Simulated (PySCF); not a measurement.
# Two runs on C4H7Ga

System: C4H7Ga.
Method of run A: TDDFT HF/def2-SVPD, vertical, gas phase, core orbitals frozen in the response (PySCF 2.14.0).

The geometry comes from this level: PBE0-D3(BJ)/def2-SVP. Text and figures count atoms from 1; the logs count them from 0 in places.

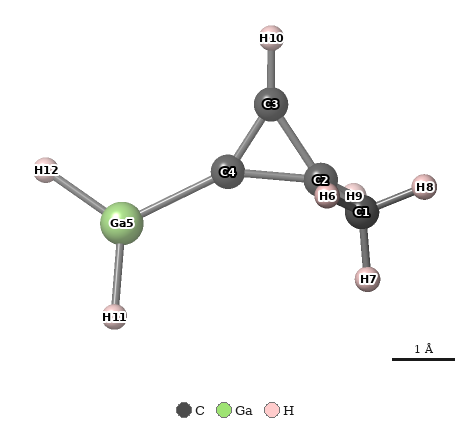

The input geometry (ball-and-stick view, seen at a tilt; atoms are numbered from 1 in the order of the input). Sticks mark near contacts. Bond lengths as drawn: C–C 1.31 to 1.53 Å, C–Ga 1.93 Å, C–H 1.09 to 1.10 Å and Ga–H 1.57 Å.

## The input, run A
```
{"job": {"kind": "uv", "xc": "HF", "basis": "def2-SVPD", "ip": true}, "charge": 0, "multiplicity": 1}
C     -1.566615     0.719057    -0.563400
C     -0.831683    -0.482800    -0.015956
C     -0.228934    -0.497092     1.335550
C      0.647979    -0.424810     0.360664
Ga     2.489810    -0.223777    -0.188065
H     -1.160772     1.653397    -0.145044
H     -1.477875     0.772587    -1.661076
H     -2.641838     0.678579    -0.321488
H     -1.203273    -1.438724    -0.421720
H     -0.415864    -0.490091     2.408664
H      2.807486     0.245220    -1.649673
H      3.621198    -0.538312     0.852277
```

The first line tells a small driver script what to run in PySCF; the rest is the geometry in Å.

Launched with:
```bash
OMP_NUM_THREADS=1 python <driver script> task.json out
```

Hardware: 1 CPU thread, shared host.

## Output (run A)
```
final grid: 95728 points
cycle   1  E = -2078.2742364308  dE =  3.751e-01  |g| = 3.876e-01  |ddm| = 4.591e+00
cycle   2  E = -2078.3285241535  dE = -5.429e-02  |g| = 1.543e-01  |ddm| = 8.361e-01
cycle   3  E = -2078.3336209346  dE = -5.097e-03  |g| = 7.463e-02  |ddm| = 4.375e-01
cycle   4  E = -2078.3346858786  dE = -1.065e-03  |g| = 5.948e-03  |ddm| = 1.483e-01
cycle   5  E = -2078.3347042889  dE = -1.841e-05  |g| = 2.530e-03  |ddm| = 2.740e-02
cycle   6  E = -2078.3347068824  dE = -2.594e-06  |g| = 6.895e-04  |ddm| = 9.336e-03
cycle   7  E = -2078.3347072203  dE = -3.379e-07  |g| = 2.724e-04  |ddm| = 3.704e-03
cycle   8  E = -2078.3347072691  dE = -4.878e-08  |g| = 1.087e-04  |ddm| = 1.166e-03
cycle   9  E = -2078.3347072819  dE = -1.279e-08  |g| = 4.858e-05  |ddm| = 6.129e-04
cycle  10  E = -2078.3347072840  dE = -2.085e-09  |g| = 1.976e-05  |ddm| = 2.119e-04
cycle  11  E = -2078.3347072844  dE = -4.475e-10  |g| = 6.210e-06  |ddm| = 1.116e-04
converged SCF energy = -2078.3347072844

Static polarisability (au): isotropic 72.696, principal 55.608 72.241 90.239

Singlet excitations
state   eV       nm        f      main configurations
  1   5.2156    237.7   0.00176   H-1->L 0.73, H-1->L+6 0.08
  2   5.3755    230.6   0.17853   H->L 0.79
  3   6.1301    202.3   0.00422   H-2->L 0.86
  4   6.8517    181.0   0.00148   H-3->L 0.51
  5   7.4319    166.8   0.02952   H->L+1 0.46, H->L+2 0.21
  6   7.5612    164.0   0.03412   H-1->L+6 0.14, H->L+1 0.13, H->L+6 0.12
  7   7.5812    163.5   0.04845   H->L+6 0.26, H-1->L+6 0.10, H->L 0.09
  8   8.2022    151.2   0.00974   H-1->L+1 0.66, H-1->L+2 0.19
  9   8.2993    149.4   0.00054   H->L+5 0.33, H->L+3 0.28, H->L+4 0.15
 10   8.5100    145.7   0.02283   H->L+3 0.28, H->L+5 0.24, H->L+7 0.10

Triplet excitations (Tamm-Dancoff, eV): 3.0089 4.7470 5.4294 6.2796
Vertical ionisation energy (delta-SCF) = 8.1220 eV
```

For run B the input was changed thus:
```diff
-"xc": "HF"
+"xc": "wB97X-D"
```

What does this change do to the results?

The total energies belong to different methods, so their difference says nothing on which is more stable or more accurate. The HOMO goes from −9.59 to −9.10 eV. The LUMO goes from 0.96 to −0.31 eV. The lowest excitation goes from 5.22 to 4.31 eV. The strongest computed line goes from 5.38 to 4.77 eV. The method changes from HF to wB97X-D. The SCF takes 12 iterations against 11.

## Output (run B)
```
coarse grid: 45440 points
cycle   1  E = -2080.9977310889  dE =  1.046e-01  |g| = 4.939e-01  |ddm| = 4.652e+00
cycle   2  E = -2081.0092712715  dE = -1.154e-02  |g| = 5.067e-01  |ddm| = 1.570e+00
cycle   3  E = -2081.0405148960  dE = -3.124e-02  |g| = 3.405e-02  |ddm| = 9.209e-01
cycle   4  E = -2081.0407713494  dE = -2.565e-04  |g| = 1.577e-02  |ddm| = 1.130e-01
cycle   5  E = -2081.0408407892  dE = -6.944e-05  |g| = 3.920e-03  |ddm| = 3.821e-02
cycle   6  E = -2081.0408446165  dE = -3.827e-06  |g| = 1.767e-03  |ddm| = 1.122e-02
final grid: 95728 points
cycle   7  E = -2081.0408714968  dE = -1.249e-06  |g| = 2.095e-03  |ddm| = 1.453e-02
cycle   8  E = -2081.0408709096  dE =  5.872e-07  |g| = 2.635e-03  |ddm| = 6.981e-03
cycle   9  E = -2081.0408725763  dE = -1.667e-06  |g| = 1.150e-04  |ddm| = 3.869e-03
cycle  10  E = -2081.0408725807  dE = -4.387e-09  |g| = 4.824e-05  |ddm| = 3.705e-04
cycle  11  E = -2081.0408725818  dE = -1.070e-09  |g| = 1.005e-05  |ddm| = 2.210e-04
cycle  12  E = -2081.0408725818  dE = -6.639e-11  |g| = 4.593e-06  |ddm| = 5.977e-05
converged SCF energy = -2081.0408725818

Static polarisability (au): isotropic 77.061, principal 57.619 75.979 97.586

Singlet excitations
state   eV       nm        f      main configurations
  1   4.3081    287.8   0.00141   H-1->L 0.91
  2   4.7695    260.0   0.12591   H->L 0.91
  3   5.1414    241.1   0.01085   H-2->L 0.93
  4   6.0245    205.8   0.00189   H-3->L 0.81
  5   6.6621    186.1   0.00759   H-1->L+2 0.69
  6   7.0338    176.3   0.03330   H->L+2 0.86
  7   7.2592    170.8   0.03594   H->L+1 0.65, H->L+3 0.23
  8   7.4886    165.6   0.02382   H-1->L+1 0.77, H-1->L+3 0.10
  9   7.5852    163.5   0.01793   H-4->L 0.49, H-1->L+2 0.09, H-5->L 0.08
 10   7.8120    158.7   0.03057   H->L+3 0.43, H->L+4 0.21

Triplet excitations (Tamm-Dancoff, eV): 3.4328 4.0434 4.8049 5.6927
Vertical ionisation energy (delta-SCF) = 9.2811 eV
Vertical electron affinity (delta-SCF) = 0.1954 eV
```

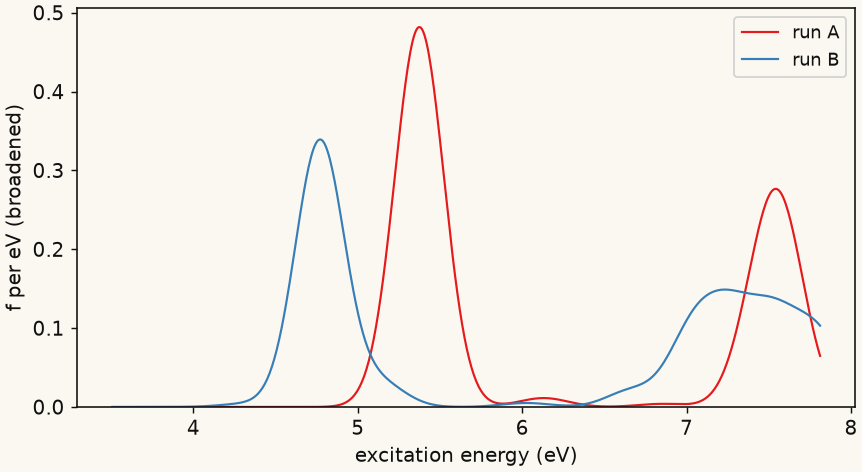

Absorption of the two runs from their computed states, each broadened by a Gaussian of 0.35 eV full width; the range ends where the shorter list of states ends.

## The two runs side by side

```tsv
quantity	run A	run B
outcome	converged	converged
total energy (hartree)	−2078.334707	−2081.040873
HOMO (eV)	−9.59	−9.10
LUMO (eV)	0.96	−0.31
dipole moment (D)	0.54	0.54
lowest excitation (eV)	5.22	4.31
SCF iterations	11	12
strongest computed line (eV)	5.38	4.77
basis functions	174	174
wall time (shared host)	29 s	2.8 min
```

For both runs: Spin–orbit coupling is left out, which matters for the heavy atoms.
